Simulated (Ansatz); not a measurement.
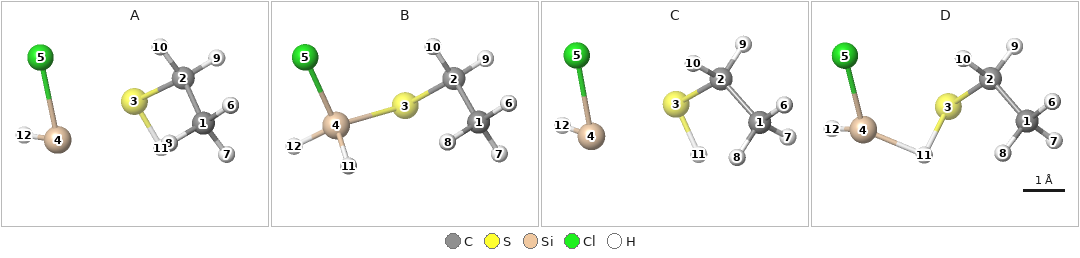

4 geometries from a converged minimum-energy path of C2H7ClSSi, shuffled. Style: ball-and-stick. Shown at a tilt.

These are results of UKS B3LYP-D4/6-31G* (Ansatz), not measurements. Settings: 7 movable images; climbing image; force threshold 0.03 eV/Å; iteration limit 60; starting path through a guess of the saddle point.

Question: One of them is the converged climbing image. Which?

Answer: D. In order along the path, whose images run from 0 to 8: B (image 0, 0.0 kcal/mol), D (image 4, +62.5 kcal/mol), C (image 6, +43.1 kcal/mol), A (image 8, +41.5 kcal/mol). A hydrogen atom shifts from one atom to another. Breaking: Si4–H11 (1.48 → 1.63 at the top → 3.10 Å). Forming: S3–H11 (3.03 → 1.69 at the top → 1.35 Å).
